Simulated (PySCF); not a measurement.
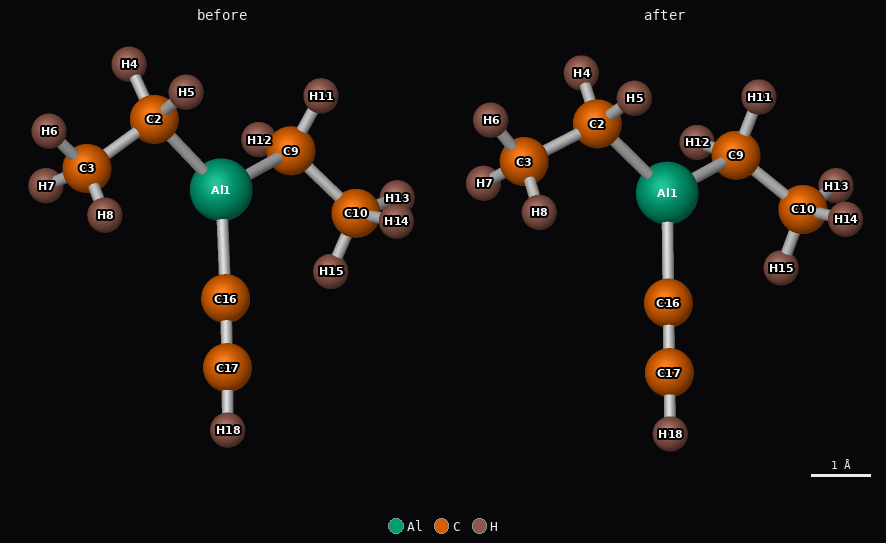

The structure of C$_{6}$H$_{11}$Al before (left) and after (right) a relaxation, at one scale.

Style: ball-and-stick. Shown from a free direction.

The start comes from GFN2-xTB. Its atoms were then displaced at random by about 0.03 Å.

The calculation used PySCF, PBE0-D3(BJ)/def2-SVP geometry optimisation, gas phase. 

**What changed between the two?**

Over 6 geometry steps the energy falls by 65.8 kJ/mol. The largest move after the best rigid fit is that of H4, 0.26 Å. By element the largest moves are H 0.26 Å, C 0.16 Å, Al 0.11 Å. Near-neighbour distances that change, for instance: Al1–C9 2.111 → 1.961 Å, C10–H13 1.175 → 1.103 Å, C3–H8 1.031 → 1.101 Å, C2–H4 1.159 → 1.106 Å. Among the angles between lasting bonds that change: Al1–C2–H4 119.4° → 108.8°, Al1–C2–C3 106.5° → 116.8°, Al1–C9–C10 108.3° → 117.1°. Cost: 68 s on 1 thread of Arm Neoverse V2, with other jobs on the host.
